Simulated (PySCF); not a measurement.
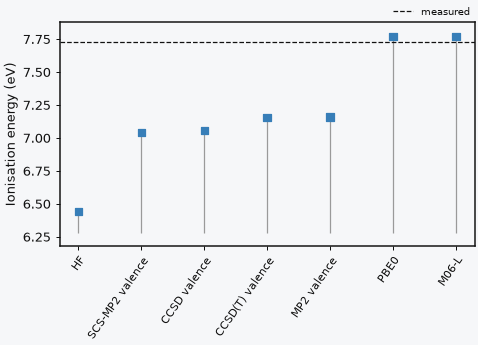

The ionisation energy of an atom or ion with 29 electrons in the configuration [Ar] 3d¹⁰ 4s by several methods. PySCF, def2-TZVP, non-relativistic, unrestricted single determinants, no spin-orbit coupling. Methods marked “valence” freeze 18 core electrons.

> Name the element and charge.

Neutral copper. The values run from 6.44 eV (HF) to 7.77 eV (M06-L and PBE0). The measured value is 7.73 eV; nearest to it come PBE0 (+0.04) and M06-L (+0.05), furthest HF (−1.28 eV).

Limits of the model: relativistic shift absent.
